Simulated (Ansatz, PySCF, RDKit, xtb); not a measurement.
# Solving SiH2Br2, step by step, part 2 of 2

Task: start from the formula SiH2Br2, draw up candidate structures, narrow them down in stages, and characterise the one that lies lowest at 298.15 K.

xtb, Ansatz and PySCF; isolated molecules.

## 13. Electronic excitations (TD-B3LYP/def2-SVPD)

An in-house driver calls PySCF's response routines at TD-B3LYP/def2-SVPD; it has no typed input.

The program printed:

```text
coarse grid: 26024 points
cycle   1  E = -5438.4371394687  dE = -2.007e+00  |g| = 2.835e-01  |ddm| = 2.672e+00
cycle   2  E = -5438.4241636694  dE =  1.298e-02  |g| = 3.142e-01  |ddm| = 8.874e-01
cycle   3  E = -5438.4571925052  dE = -3.303e-02  |g| = 7.557e-02  |ddm| = 5.433e-01
cycle   4  E = -5438.4583728255  dE = -1.180e-03  |g| = 4.520e-03  |ddm| = 7.689e-02
cycle   5  E = -5438.4583755093  dE = -2.684e-06  |g| = 1.765e-03  |ddm| = 9.693e-03
final grid: 48824 points
cycle   6  E = -5438.4583375072  dE = -1.875e-07  |g| = 1.713e-03  |ddm| = 4.776e-03
cycle   7  E = -5438.4583375119  dE = -4.709e-09  |g| = 1.664e-03  |ddm| = 4.048e-03
cycle   8  E = -5438.4583380426  dE = -5.307e-07  |g| = 1.770e-04  |ddm| = 2.010e-03
cycle   9  E = -5438.4583380519  dE = -9.284e-09  |g| = 2.089e-05  |ddm| = 2.637e-04
cycle  10  E = -5438.4583380520  dE = -1.182e-10  |g| = 2.486e-06  |ddm| = 2.844e-05
converged SCF energy = -5438.4583380520

Static polarisability (au): isotropic 71.195, principal 58.409 66.552 88.625

Singlet excitations
state   eV       nm        f      main configurations
  1   6.0311    205.6   0.01382   H->L 0.99
  2   6.2097    199.7   0.04909   H-1->L 0.93
  3   6.2702    197.7   0.00000   H-2->L 0.98
  4   6.5011    190.7   0.01576   H-3->L 0.97
  5   6.7182    184.5   0.00000   H->L+1 0.97
  6   6.8346    181.4   0.01576   H-1->L+1 0.95
  7   7.0248    176.5   0.01854   H-2->L+1 0.99
  8   7.3292    169.2   0.02474   H-3->L+1 0.83

Triplet excitations (Tamm-Dancoff, eV): 5.6658 5.6886 5.9167
```

Run time: 11 s. Hardware: 1 thread of Intel Xeon Platinum 8488C (Sapphire Rapids), shared host.

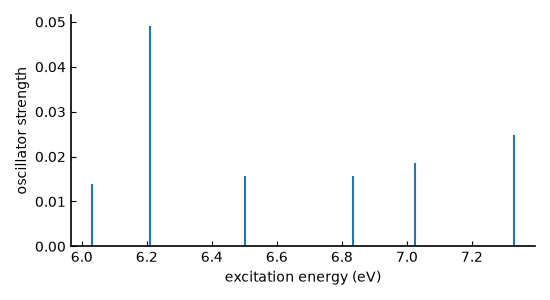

Vertical excitations as sticks.

The roots found:

```tsv
excited state	energy (eV)	strength
1	6.031	0.0138
2	6.210	0.0491
3	6.270	0.0000
4	6.501	0.0158
5	6.718	0.0000
6	6.835	0.0158
7	7.025	0.0185
8	7.329	0.0247
```

## 14. NMR shieldings (GIAO PBE0/pcSseg-1)

An in-house driver calls PySCF's response routines at GIAO PBE0/pcSseg-1; it has no typed input.

The program printed:

```text
coarse grid: 26024 points
cycle   1  E = -5437.7813052828  dE = -2.285e+00  |g| = 9.678e-01  |ddm| = 2.310e+00
cycle   2  E = -5437.7872104385  dE = -5.905e-03  |g| = 4.743e-01  |ddm| = 6.386e-01
cycle   3  E = -5437.8082127138  dE = -2.100e-02  |g| = 1.415e-01  |ddm| = 4.799e-01
cycle   4  E = -5437.8139530881  dE = -5.740e-03  |g| = 4.912e-02  |ddm| = 1.977e-01
cycle   5  E = -5437.8144262678  dE = -4.732e-04  |g| = 3.774e-03  |ddm| = 4.862e-02
cycle   6  E = -5437.8144289449  dE = -2.677e-06  |g| = 5.936e-04  |ddm| = 5.613e-03
final grid: 48824 points
cycle   7  E = -5437.8144076435  dE = -5.537e-08  |g| = 5.658e-04  |ddm| = 1.358e-03
cycle   8  E = -5437.8144076553  dE = -1.173e-08  |g| = 5.759e-04  |ddm| = 1.096e-03
cycle   9  E = -5437.8144076946  dE = -3.930e-08  |g| = 3.395e-05  |ddm| = 4.800e-04
cycle  10  E = -5437.8144076948  dE = -2.983e-10  |g| = 9.188e-06  |ddm| = 3.935e-05
converged SCF energy = -5437.8144076948

GIAO shielding tensors (ppm)
atom      isotropic    diamagn.    paramagn.     s11        s22        s33       span
  0 Br    2539.497    3121.744    -582.247   2198.166   2565.041   2855.282    657.115
  1 Br    2539.525    3123.230    -583.705   2198.242   2565.062   2855.270    657.028
  2 Si     333.506     874.440    -540.934    260.334    367.090    373.095    112.761
  3 H       25.158      28.389      -3.231     19.585     24.351     31.540     11.955
  4 H       25.158      27.612      -2.453     19.585     24.351     31.540     11.955
```

It took 9 s on 1 thread of Intel Xeon Platinum 8488C (Sapphire Rapids), shared host; peak memory 0.63 GiB.

Isotropic shieldings, averaged over atoms that the bond graph makes equivalent (absolute, not shifts; non-relativistic, which misses 10 ppm and more beside bromine and heavier atoms):

```tsv
atoms	shielding (ppm)
Br1, Br2	2539.5
Si3	333.5
H4, H5	25.16
```

## 15. The cation at the same geometry (PBE0/def2-TZVPD)

Contents of input.yaml:

```yaml
basis:
  gaussian: {orbitals: def2-TZVPD}
crystal:
  periodic: [false, false, false]
  atoms:
    - {symbol: Br, position_ang: [-3.381700, -2.816261, -1.457524]}
    - {symbol: Br, position_ang: [-0.110565, -2.086247, -3.025132]}
    - {symbol: Si, position_ang: [-1.559482, -1.524127, -1.420070]}
    - {symbol: H, position_ang: [-0.893254, -1.704701, -0.113731]}
    - {symbol: H, position_ang: [-1.980828, -0.126484, -1.648220]}
total_charge: 1
magnetization: {spin_polarized: true, initial_magnetization: 1}
hamiltonian: {xc: {name: PBE0}}
```

Launch:

```sh
$ ansatz run input.yaml --threads 1 --pin off --max-ram 2610MiB --events-out events.jsonl --progress --plain --runs-dir runs
```

The program printed:

```text
Warning: RAYON_NUM_THREADS=1 ignored (pool sized by the plan → 1); use --threads N
Functional definition: PBE0
  name "PBE0"
  parameter a = 0.25
  parameter kappa = 0.804
  parameter beta = 0.06672455060314922
  exchange = (1 - a)*pbe_x(kappa = kappa, mu = beta*pi^2/3) + a*exact_x
  correlation = pbe_c(beta = beta)
1342 factors; their error is unknown
mean field evaluation 1: about -147974.2180 eV, gradient 1.0e1 eV
mean field evaluation 2: about -147974.4752 eV, gradient 8.6e0 eV
mean field evaluation 4: about -147974.8148 eV, gradient 1.0e0 eV
mean field evaluation 8: about -147975.4481 eV, gradient 3.6e-1 eV
mean field evaluation 16: about -147975.4483 eV, gradient 8.7e-5 eV
mean field evaluation 32: about -147975.3486 eV, gradient 1.9e-6 eV
mean field -147975.44830668 eV, -5437.9974239092 hartree, gradient 8.7e-6 eV, S^2 0.755107; 7 other end points of the search recorded, 0 dependent functions left out
reference -147975.44833835 eV, -5437.9974250731 hartree; 43, 42 occupied and 132, 133 virtual orbitals, 1342 factors
Total energy: -147975.44833835 eV, -5437.9974250731 hartree
```

Wall time 70 s (1 thread of Intel Xeon Platinum 8488C (Sapphire Rapids), shared host); peak memory 1.1 GiB.

Difference from the parent: 10.65 eV.

## 16. The anion at the same geometry (PBE0/def2-TZVPD)

Edit input.yaml of step 15 so:

```diff
@@ -1,3 +1 @@
-basis:
-  gaussian: {orbitals: def2-TZVPD}
 crystal:
@@ -10,4 +8,7 @@
     - {symbol: H, position_ang: [-1.980828, -0.126484, -1.648220]}
-total_charge: 1
+basis:
+  gaussian: {orbitals: def2-TZVPD}
+total_charge: -1
 magnetization: {spin_polarized: true, initial_magnetization: 1}
-hamiltonian: {xc: {name: PBE0}}
+hamiltonian: {xc: pbe0}
+scf: {lower_state_search: "off"}
```

Launch:

```sh
$ ansatz run input.yaml --threads 1 --pin off --max-ram 2610MiB --events-out events.jsonl --progress --plain --runs-dir runs
```

The program printed, shortened:

```text
Warning: RAYON_NUM_THREADS=1 ignored (pool sized by the plan → 1); use --threads N
Functional definition: PBE0
  name "PBE0"
[...]
1342 factors; their error is unknown
[...]
mean field -147985.67870002 eV, -5438.3733839301 hartree, gradient 3.8e-6 eV, S^2 0.751995; 0 other end points of the search recorded, 0 dependent functions left out
reference -147985.67874185 eV, -5438.3733854672 hartree; 44, 43 occupied and 131, 132 virtual orbitals, 1342 factors
Total energy: -147985.67874185 eV, -5438.3733854672 hartree
Checks for a lower state left out: stability, starts, cluster_reference, orbital_swaps, neighbouring_geometries, increment
```

Run time: 11 s. Hardware: 1 thread of Intel Xeon Platinum 8488C (Sapphire Rapids), shared host; peak memory 0.57 GiB.

Parent less the species with the added electron: -0.42 eV. The extra electron isn't bound at this geometry, so the number measures the basis, not the molecule.

## 17. The triplet at the same geometry (PBE0/def2-TZVPD)

Edit input.yaml of step 16 so:

```diff
@@ -10,5 +10,3 @@
   gaussian: {orbitals: def2-TZVPD}
-total_charge: -1
-magnetization: {spin_polarized: true, initial_magnetization: 1}
-hamiltonian: {xc: pbe0}
-scf: {lower_state_search: "off"}
+hamiltonian: {xc: {name: PBE0}}
+magnetization: {spin_polarized: true, initial_magnetization: 2}
```

Launch:

```sh
$ ansatz run input.yaml --threads 1 --pin off --max-ram 2610MiB --events-out events.jsonl --progress --plain --runs-dir runs
```

The program printed:

```text
Warning: RAYON_NUM_THREADS=1 ignored (pool sized by the plan → 1); use --threads N
Functional definition: PBE0
  name "PBE0"
  parameter a = 0.25
  parameter kappa = 0.804
  parameter beta = 0.06672455060314922
  exchange = (1 - a)*pbe_x(kappa = kappa, mu = beta*pi^2/3) + a*exact_x
  correlation = pbe_c(beta = beta)
1342 factors; their error is unknown
mean field evaluation 1: about -147978.6953 eV, gradient 1.1e1 eV
mean field evaluation 2: about -147978.8835 eV, gradient 1.1e1 eV
mean field evaluation 4: about -147979.5131 eV, gradient 4.6e-1 eV
mean field evaluation 8: about -147979.5134 eV, gradient 1.1e-1 eV
mean field evaluation 16: about -147980.1487 eV, gradient 4.6e-4 eV
mean field evaluation 32: about -147980.1518 eV, gradient 1.8e-2 eV
mean field evaluation 64: about -147980.1333 eV, gradient 5.1e-1 eV
mean field -147980.15226859 eV, -5438.1702913207 hartree, gradient 7.6e-6 eV, S^2 2.005564; 11 other end points of the search recorded, 0 dependent functions left out
reference -147980.15232038 eV, -5438.1702932240 hartree; 44, 42 occupied and 131, 133 virtual orbitals, 1342 factors
Total energy: -147980.15232038 eV, -5438.1702932240 hartree
```

Wall time 2 min (1 thread of Intel Xeon Platinum 8488C (Sapphire Rapids), shared host); peak memory 0.94 GiB.

It lies 5.94 eV above the singlet.

## 18. Summary of results

This closing draws on all 2 parts.

| quantity | value |
| --- | --- |
| lowest structure found | Br[SiH2]Br, singlet, C2v |
| funnel | 17 starts, 10 minima at GFN2-xTB, 3 screening runs, 2 relaxed, 1 ranked |
| CPU time of all runs | 9.8 min |
| harmonic wavenumbers, lowest and highest (B3LYP/6-31G*) | 117 and 2313 cm⁻¹ |
| rotational constants, same geometry | 0.354, 0.03065, 0.0285 cm⁻¹ |
| dipole moment (PBE0/def2-TZVPD) | 1.15 D |
| HOMO energy (PBE0/def2-TZVPD) | -8.65 eV |
| LUMO energy (PBE0/def2-TZVPD) | -1.00 eV |
| HOMO–LUMO gap (PBE0/def2-TZVPD) | 7.64 eV |
| lowest excitation (TD-B3LYP/def2-SVPD) | 6.03 eV (f = 0.014) |
| strongest of the states computed, same level | 6.21 eV (f = 0.049) |
| lowest triplet excitation, same level, Tamm-Dancoff | 5.67 eV |
| vertical ionisation energy | 10.65 eV |
| vertical electron affinity | -0.42 eV (unbound: the value depends on the basis) |
| vertical triplet less singlet | +5.94 eV |

In words: The lowest structure found is `Br[SiH2]Br`. Only this structure reached the final ranking, so no rival was compared at the last level. The largest share of the time went into the relaxations (45 %). Lowest found is not proven lowest: the search is finite, and each finalist counts with one conformer.
